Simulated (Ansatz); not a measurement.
```yaml
atoms:
  - { symbol: Al, position_ang: [-1.6897, 0.0550, -0.3634] }
  - { symbol: H, position_ang: [-0.0875, -0.6502, -0.6226] }
  - { symbol: H, position_ang: [-0.7010, -1.1751, -1.2625] }
  - { symbol: C, position_ang: [0.3978, 0.3195, 0.3949] }
  - { symbol: H, position_ang: [1.3712, -0.1459, 0.2021] }
  - { symbol: H, position_ang: [0.1986, 0.2089, 1.4652] }
  - { symbol: H, position_ang: [0.5106, 1.3879, 0.1863] }
```

A transition-state structure; geometry: PBE0-D4/def2-TZVP.

The calculation used RKS PBE0-D4/def2-TZVPP in Ansatz 0.2.0.

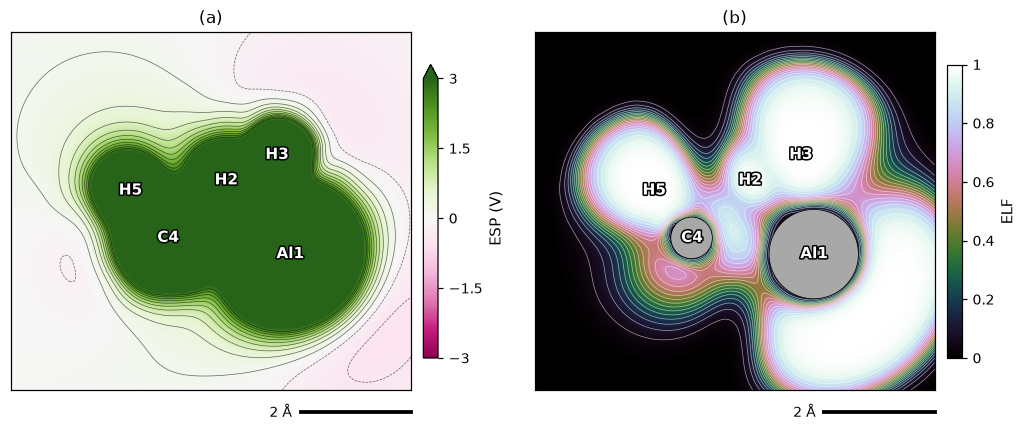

CH5Al. (a) electrostatic potential; (b) ELF on the plane of atoms Al1, C4 and H5. Grey discs cover the atomic cores in the ELF map.

**Read the bonding off the picture.**

Atoms in the plane: Al, H and C.
C–Al (2.24 Å): the ELF peaks at about 0.90 in the valence shell of C, 0.8 Å from its nucleus, and is about 0.75 at the midpoint.
C–H (1.10 Å): the ELF climbs to about 1 towards the hydrogen, as it does in any bond to H; an ordinary covalent bond to hydrogen.
Al–H (1.77 Å): the ELF climbs to about 1 towards the hydrogen.
Outside the dense part of the molecule the potential is most negative (−0.5 V) near H3.
